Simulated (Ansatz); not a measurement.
The figure comes from a scan of BN (zinc blende): one N atom of a 2-atom cell moves by s along Cartesian [110], with its periodic images. Calculation: PBEsol (plane waves to 420 eV, PAW, scalar-relativistic; Ansatz, a program for electronic structure). k mesh 13×13×13 (Γ-centred), Fermi-Dirac smearing 0.05 eV. Energies are smeared free energies. BN was relaxed with its symmetry unable to fall. The zero of ΔE is the undisplaced structure.

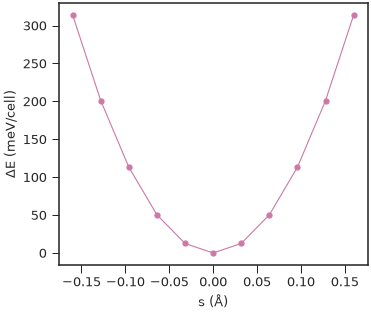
*ΔE (meV/cell) against s (Å); computed points joined by lines.*

Task: List the plotted points as numbers.

Result: To the nearest 5:

| s (Å) | ΔE (meV/cell) |
|---|---|
| -0.160 | 315 |
| -0.128 | 200 |
| -0.096 | 115 |
| -0.064 | 50 |
| -0.032 | 15 |
| 0.000 | 0 |
| 0.032 | 15 |
| 0.064 | 50 |
| 0.096 | 115 |
| 0.128 | 200 |
| 0.160 | 315 |

(For displaced atoms, the force is minus the slope of the energy, and its curvature is a force constant, which sets phonon frequencies.)
